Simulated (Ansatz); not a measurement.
## Electronic structure of H6NOSi···H2P in real space

The calculation's input:

```
crystal:
  periodic: [false, false, false]
  atoms:
    - {symbol: Si, position_ang: [-0.802119, 0.077047, 0.413233]}
    - {symbol: O, position_ang: [0.229391, -1.441062, 0.546174]}
    - {symbol: H, position_ang: [-1.715823, -0.041528, -0.749083]}
    - {symbol: H, position_ang: [-1.660642, -0.374761, 1.561085]}
    - {symbol: N, position_ang: [-0.212196, 1.528072, 1.046949]}
    - {symbol: H, position_ang: [0.726711, -1.180640, -0.361830]}
    - {symbol: P, position_ang: [0.960359, 0.390750, -1.568703]}
    - {symbol: H, position_ang: [-0.229307, -2.293691, 0.572368]}
    - {symbol: H, position_ang: [0.378267, 2.159415, 0.533841]}
    - {symbol: H, position_ang: [-0.521696, 1.869033, 1.941112]}
    - {symbol: H, position_ang: [0.575918, -0.561246, -2.549287]}
    - {symbol: H, position_ang: [2.271136, -0.131490, -1.385759]}
basis:
  gaussian: {orbitals: def2-TZVPP}
hamiltonian: {xc: pbe0, dispersion: d4}
output: {orbitals: {seedname: orbitals}}
```

Launched as:

```sh
ansatz run in.yaml --threads 4 --pin off --events-out ev --progress --plain --max-ram 9574MiB
```

A transition-state structure; geometry: PBE0-D4/def2-TZVP.

Computed with Ansatz 0.2.0, RKS PBE0-D4/def2-TZVPP.

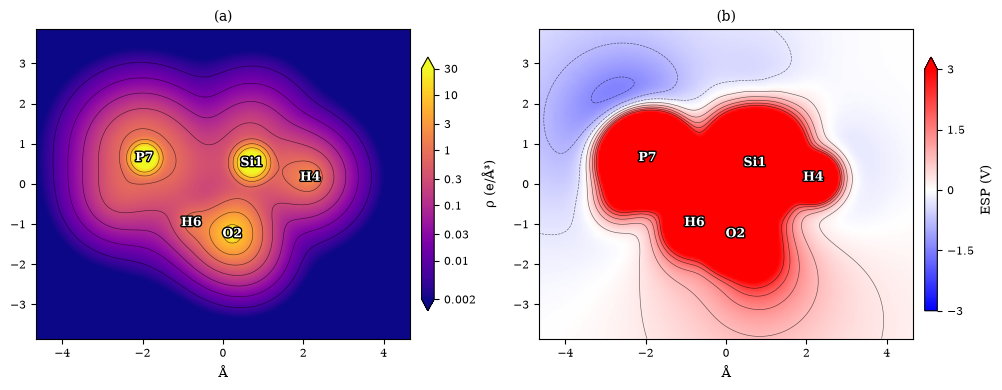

Figure 1. (a) total electron density; (b) molecular electrostatic potential on the plane of atoms O2, Si1 and H4.

Q: What does the map show?

A:
- The plane passes through Si, O, H and P nuclei.
- P7···H6 (2.00 Å): the density falls to about 0.38 e/Å³ on the way.
- Si–O (1.84 Å): ρ at the midpoint is about 0.76 e/Å³.
- Si–H (1.50 Å): ρ is about 0.8 e/Å³ halfway.
- Outside the dense part of the complex the potential is most negative (−1.5 V) near P7.

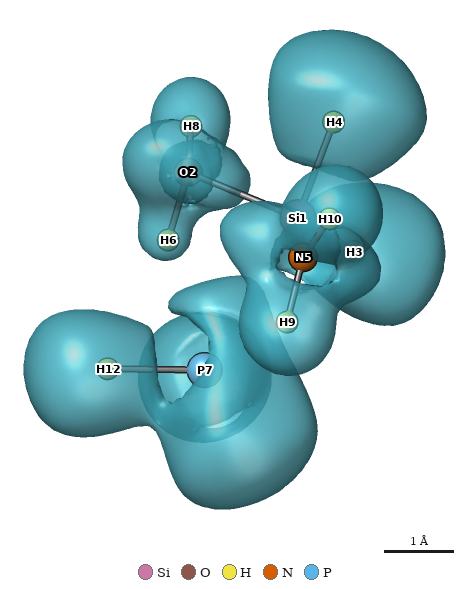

Figure 2. Isosurface of the electron localisation function at 0.75 (cyan), seen at an oblique angle. Core shells and regions of very low density are left out.

Q: What do the ELF domains correspond to?

A: The ELF exceeds this value in two regions around hydrogen nuclei, one joined region spread over several atoms (H, N), in which their bonds and any lone pairs are merged, one joined region spread over several atoms (H, O), in which their bonds and any lone pairs are merged and one joined region spread over several atoms (H, P), in which their bonds and any lone pairs are merged. Along the contacts the grid gives the following. P7···H6 (2.00 Å): the ELF climbs to about 0.90 towards the hydrogen, as it does in any bond to H. Si–N (1.69 Å): the ELF peaks at about 0.90 between the atoms, as expected for a polar covalent bond.

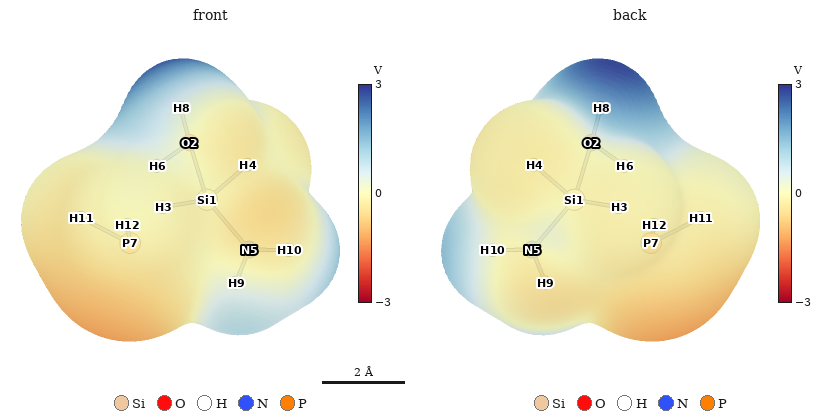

Figure 3. The electrostatic potential painted on the density surface at 0.001 e/bohr³, seen from the front and from behind; red is negative and blue positive.

Q: Where is the surface potential most negative and most positive?

A: The most negative region (about −1.2 V) lies over P7, the most positive (about +2.8 V) over H8.

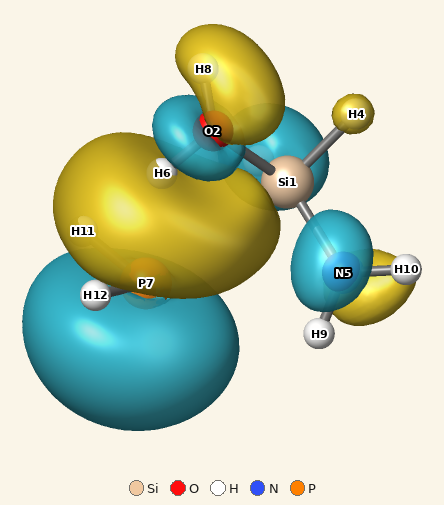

Figure 4. The HOMO at ±0.06 Å⁻³ᐟ² (yellow and cyan are the two phases), seen across its widest extent.

Q: Where does this orbital lie, and at what energy?

A: By Hirshfeld shares it lies mainly on P7 (about 65 %), O2 (about 10 %), Si1 (about 5 %) and H6 (about 5 %). Its energy is −5.89 eV.
